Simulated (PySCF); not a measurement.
C6H5BrN2 (SMILES Cn1cc(Br)c(C#N)c1)

Input file:

```
{"job": {"kind": "uv", "xc": "wB97X-D", "basis": "def2-SVPD", "nstates": 8, "ntriplets": 3}, "charge": 0, "multiplicity": 1}
C     -2.191450    -0.117820     0.158776
N     -0.770388     0.039955     0.019310
C     -0.133521     1.219353    -0.212475
C      1.215156     0.982329    -0.243530
Br     2.554587     2.271728    -0.543072
C      1.408252    -0.406694    -0.015885
C      2.628733    -1.093563     0.031735
N      3.629185    -1.652616     0.069869
C      0.144125    -0.944266     0.143753
H     -2.706958     0.588618    -0.490649
H     -2.502753     0.065138     1.190712
H     -2.478524    -1.131063    -0.118883
H     -0.663820     2.140757    -0.343682
H     -0.133302    -1.962330     0.331855
```

Command:

```sh
OMP_NUM_THREADS=1 python probes_run.py task.json out
```

Geometry: GFN2-xTB.

Computed with PySCF 2.14.0, wB97X-D/def2-SVPD, SCF density, gas phase.

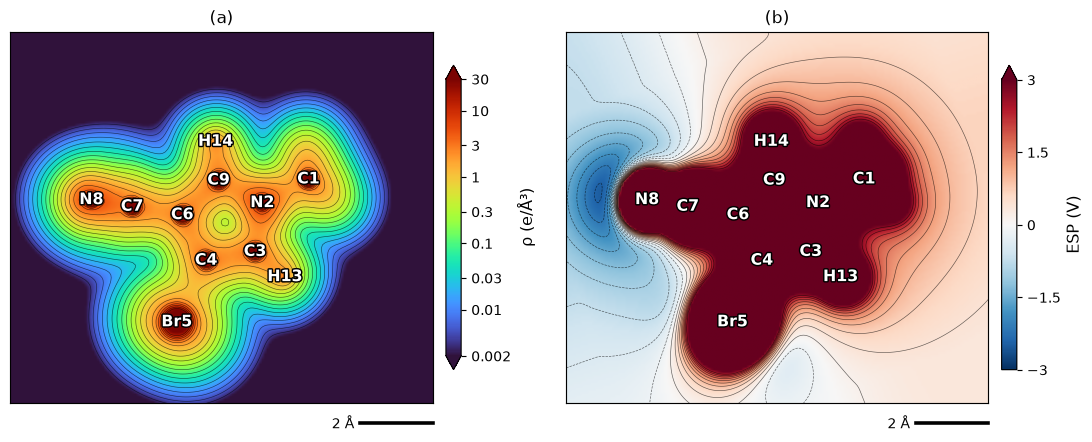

Figure 1. (a) total electron density; (b) electrostatic potential on the plane of atoms C1, N2 and C9.

What do the fields say about this system?

Answer.
- The section cuts through C, N, Br and H sites.
- C–N (1.15 Å): the density is about 3.5 e/Å³ at the midpoint.
- C–C (1.37 Å): ρ is about 2.2 e/Å³ halfway.
- C–Br (1.88 Å): ρ at the midpoint is about 1.1 e/Å³.
- C–H (1.07 Å): the density is about 2 e/Å³ at the midpoint.
- C–C (1.42 Å): the density is about 1.9 e/Å³ at the midpoint.
- Outside the dense part of the molecule the potential is most negative (−2.5 V) near N8.

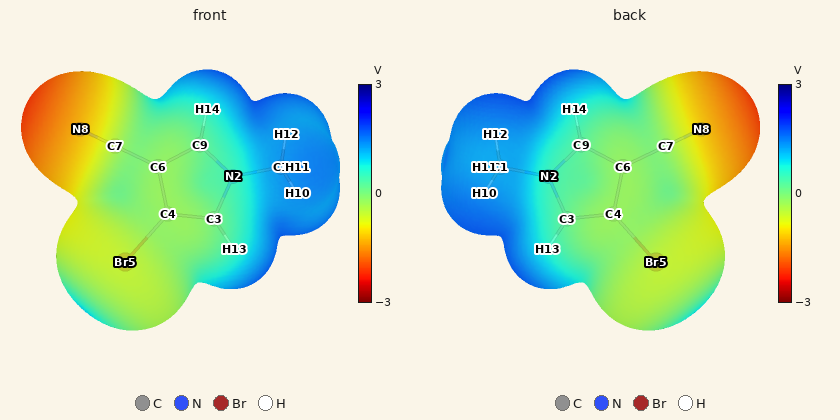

Figure 2. The electrostatic potential painted on the density surface at 0.002 e/bohr³, seen from the front and from behind; the colour scale runs from red (negative) to blue (positive).

Describe the electrostatic potential map.

Answer. The most negative region (about −2.1 V, or −48 kcal/mol for a unit charge) lies over N8, the most positive (about +1.7 V, or +39 kcal/mol for a unit charge) over H10, H12 and H14. Br5 shows a σ-hole: about +0.9 V, or +21 kcal/mol for a unit charge at the tip opposite its bond, against about −0.5 V, or −12 kcal/mol for a unit charge on its flanks. N8 is the likeliest acceptor of a hydrogen bond.
